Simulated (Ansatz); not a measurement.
System: a slab cut from WSe₂ (slab content W₅Se₁₀), space group P6_3/mmc (No. 194).

Starting cell:
```xyz
6
Lattice="3.2712 0.0000 0.0000 -1.6356 2.8329 0.0000 0.0000 0.0000 13.2207" Properties=species:S:1:pos:R:3 pbc="T T T"
W     0.0000    1.8886    3.3052
W     1.6356    0.9443    9.9155
Se    0.0000    1.8886    8.2416
Se    1.6356    0.9443    1.6312
Se    0.0000    1.8886   11.5894
Se    1.6356    0.9443    4.9791
```

Input of one of the runs behind the figure:
```
crystal:
  lattice:
    - [3.2711504003, 0.0, 0.0]
    - [-1.6355752001, 2.8328993462, 0.0]
    - [0.0, 0.0, 44.7891756116]
  atoms:
    - { symbol: Se, position: [0.3333333333, 0.6666666667, 0.1674511731] }
    - { symbol: W, position: [0.6666666667, 0.3333333333, 0.2048244753] }
    - { symbol: Se, position: [0.3333333333, 0.6666666667, 0.2421977774] }
    - { symbol: Se, position: [0.6666666667, 0.3333333333, 0.3150389355] }
    - { symbol: W, position: [0.3333333333, 0.6666666667, 0.3524122376] }
    - { symbol: Se, position: [0.6666666667, 0.3333333333, 0.3897855398] }
    - { symbol: Se, position: [0.3333333333, 0.6666666667, 0.4626266978] }
    - { symbol: W, position: [0.6666666667, 0.3333333333, 0.5] }
    - { symbol: Se, position: [0.3333333333, 0.6666666667, 0.5373733022] }
    - { symbol: Se, position: [0.6666666667, 0.3333333333, 0.6102144602] }
    - { symbol: W, position: [0.3333333333, 0.6666666667, 0.6475877624] }
    - { symbol: Se, position: [0.6666666667, 0.3333333333, 0.6849610645] }
    - { symbol: Se, position: [0.3333333333, 0.6666666667, 0.7578022226] }
    - { symbol: W, position: [0.6666666667, 0.3333333333, 0.7951755247] }
    - { symbol: Se, position: [0.3333333333, 0.6666666667, 0.8325488269] }
basis:
  ecutwfc: 420
kpoints:
  mp_grid: { grid: [9, 9, 1] }
hamiltonian:
  xc: pbesol
scf:
  occupations: { method: gaussian, width: 0.05 }
output:
  forces: true
  eigenvalues: true
relax:
  adjacent_minimum: "off"
  f_tol: 0.02
  max_steps: 60
efield:
  axis: 3
  dipole_correction: true
  ramp_width: 0.04
```

Run as:
```bash
ansatz run input.yaml --threads 2 --pin off --max-ram 5120MiB --backend cpu --events-out ev --progress --plain --runs-dir out
```

Calculation (Ansatz 0.2.0): spacing and rumpling of the atomic planes of a slab cut from the relaxed bulk cell along the Miller plane (conventional indices), bottom to top, after all atoms relax, plane waves with PAW datasets, Γ-centred k mesh. Level: PBEsol, no spin polarisation.

```json
{"setting": "space group in which the indices count", "value": "194"}
{"setting": "Miller index h", "value": "0"}
{"setting": "Miller index k", "value": "0"}
{"setting": "Miller index l", "value": "1"}
{"setting": "top plane", "value": "Se"}
{"setting": "bottom plane", "value": "Se"}
{"setting": "planes", "value": "15"}
{"setting": "surface cell", "value": "(1, 1)"}
{"setting": "slab thickness as cut", "value": "29.79 Å"}
{"setting": "vacuum", "value": "15 Å"}
{"setting": "surface area", "value": "9.267 Å²"}
{"setting": "surface a", "value": "3.271 Å"}
{"setting": "surface b", "value": "3.271 Å"}
{"setting": "surface angle", "value": "120 °"}
{"setting": "slab atoms", "value": "15"}
{"setting": "wave cutoff", "value": "420 eV"}
{"setting": "k mesh", "value": "9×9×1"}
{"setting": "occupations", "value": "Gaussian"}
{"setting": "smearing width", "value": "0.05 eV"}
{"setting": "boundary", "value": "dipole corrected"}
```

What does the calculation give for the spacing change of each pair of planes? The cases: 1–2; 2–3; 3–4; 4–5; 5–6; 6–7; 7–8; 8–9; 9–10; 10–11; 11–12; 12–13; 13–14; 14–15.

The least value, −0.004 Å, is that of 3–4 and 12–13, and the largest, 0.001 Å, that of 2–3, 6–7, 9–10 and 13–14.

| pair of planes | spacing change (Å) | spacing to next (Å) | content of the two planes |
| --- | --- | --- | --- |
| 1–2 | −0.002 | 1.672 | Se and W |
| 2–3 | 0.001 | 1.674 | W and Se |
| 3–4 | −0.004 | 3.259 | Se and Se |
| 4–5 | 0.000 | 1.674 | Se and W |
| 5–6 | 0.000 | 1.674 | W and Se |
| 6–7 | 0.001 | 3.264 | Se and Se |
| 7–8 | 0.000 | 1.674 | Se and W |
| 8–9 | 0.000 | 1.674 | W and Se |
| 9–10 | 0.001 | 3.264 | Se and Se |
| 10–11 | 0.000 | 1.674 | Se and W |
| 11–12 | 0.000 | 1.674 | W and Se |
| 12–13 | −0.004 | 3.259 | Se and Se |
| 13–14 | 0.001 | 1.674 | Se and W |
| 14–15 | −0.002 | 1.672 | W and Se |

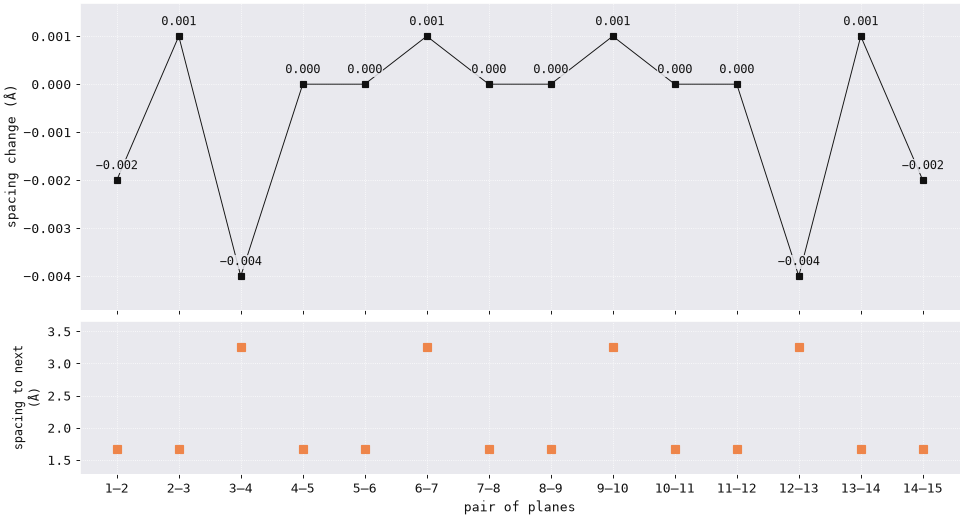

Note: odd k mesh can miss points on the zone edge; weakly bound cut without a dispersion correction; xc potential rough in thin density.
